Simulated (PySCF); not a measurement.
## A study: C2H5GaOSi, SMILES `C#[C][GaH][O][SiH3]`

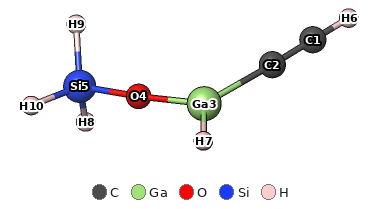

The molecule, with its atoms numbered as below. No frequency check shows the geometry to be a minimum.

Cartesian coordinates (Å):

```
C1      -2.9132    1.4329    0.0002
C2      -2.0509    0.5883   -0.0003
Ga3     -0.5838   -0.7065    0.0002
O4       1.0404   -0.1009   -0.0036
Si5      2.5193    0.5961    0.0008
H6      -3.6799    2.1584    0.0004
H7      -0.7408   -2.2364    0.0036
H8       2.7314    1.1286    1.3489
H9       2.5040    1.6523   -1.0134
H10      3.4734   -0.4660   -0.3275
```

## 1. Excited states

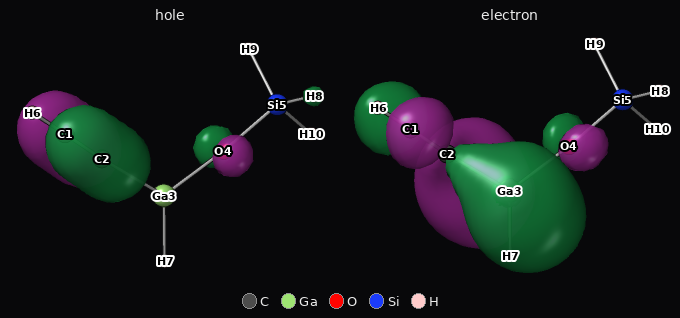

Leading natural transition orbital pair of S₃ (TDA singlet states); the surfaces enclose about 70 % of each orbital's density.

Computed with PySCF, B3LYP/def2-SVPD, geometry: GFN2-xTB.

Where does the state lie, and where do hole and electron sit?

Answer. 5.55 eV (223 nm), f = 0.072; the leading pair carries 82 %; hole on C1 and C2 (41 % each) and O4 (6 %), electron on Ga3 (53 %), C1 (17 %) and C2 (14 %) (shares are of the whole state, not of the leading pair alone); their centroids lie 1.3 Å apart. In canonical orbitals it is mainly HOMO−2 → LUMO (81 %). The HOMO–LUMO gap is 6.24 eV.

## 2. Removing or adding an electron

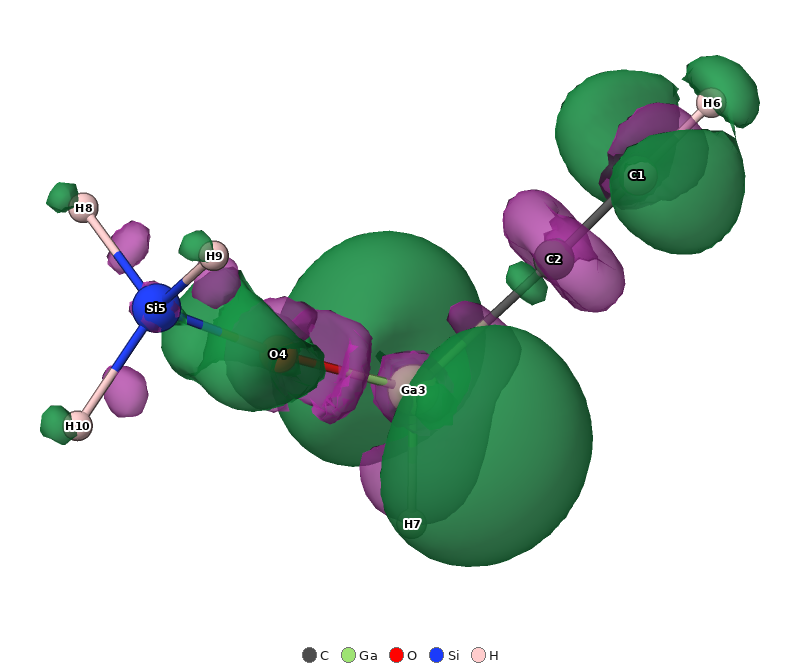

Fukui function f⁺ = ρ(N+1) − ρ(N) at fixed geometry, surfaces at ±0.015 e/Å³ (green positive, purple negative).

PySCF calculation, ωB97X/aug-cc-pVDZ, gas phase; geometry: GFN2-xTB.

On which atoms does the density change most on addition of an electron?

Answer. f⁺ (Hirshfeld-condensed) is largest on Ga3 (0.56); the vertical electron affinity is −0.17 eV (the stability of the anion's solution wasn't checked; negative: at this level and geometry the extra electron isn't bound, and the finite basis holds it). Condensed values hint at sites of nucleophilic attack but needn't mark the atom that reacts. Orbital relaxation makes it negative in places (0.19 e in all).

```tsv
atom	f⁺	charge
C1	+0.12	−0.10
C2	+0.05	−0.23
Ga3	+0.56	+0.60
O4	+0.02	−0.41
Si5	+0.06	+0.40
H6	+0.05	+0.10
H7	+0.08	−0.12
H8	+0.02	−0.08
H9	+0.02	−0.08
H10	+0.02	−0.09
```

## 3. Localised orbitals

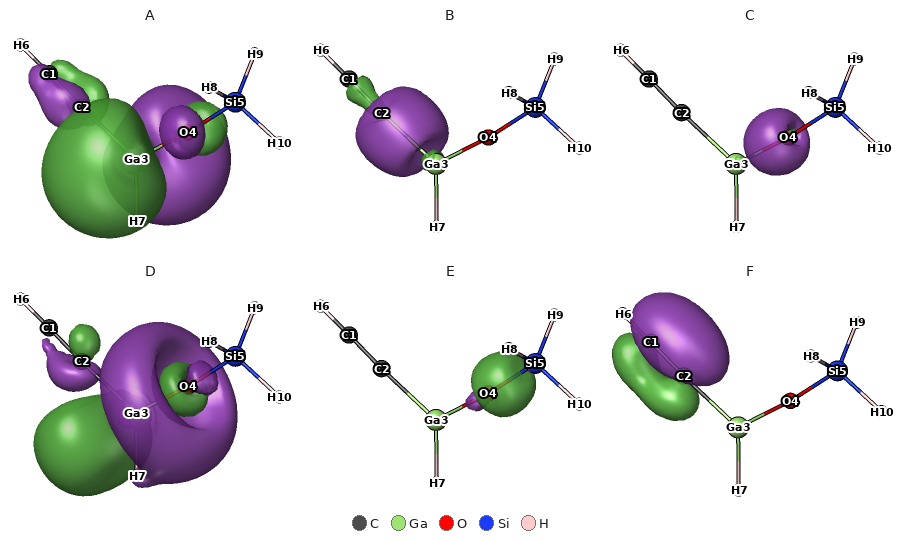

Intrinsic bond orbitals (IBO), occupied and valence-virtual; each surface holds about 80 % of the orbital's density. Energies are diagonal elements of the Fock matrix.

Level of theory: BLYP/def2-TZVP (PySCF), at a geometry from GFN2-xTB.

Name the orbitals, with their atomic make-up and energies.

Answer. By panel:
- A: empty orbital on Ga3 (Ga3 89 %, O4 8 %; −1.4 eV)
- B: σ bond C2–Ga3 (C2 68 %, Ga3 30 %; −10.8 eV)
- C: pair mostly on O4, shared in part with Ga3 (O4 81 %, Ga3 18 %; −19.1 eV)
- D: σ* orbital Ga3–O4, mostly on Ga3 (Ga3 81 %, O4 16 %; 3.4 eV)
- E: σ bond O4–Si5 (O4 78 %, Si5 20 %; −15.8 eV)
- F: σ bond C1–C2 (C1 50 %, C2 48 %; −8.9 eV)

How do all the valence pairs divide up?

Answer. 18 pairs: 9 σ bonds, 5 d pairs, 2 lone pairs, 1 strongly polarised pair and 1 two-centre π bond.

The PySCF runs shown took 8.2 min, 5.1 min and 88 s on 1 thread of Intel(R) Xeon(R) Processor @ 2.50GHz (Skylake/Cascade Lake) (shared host).
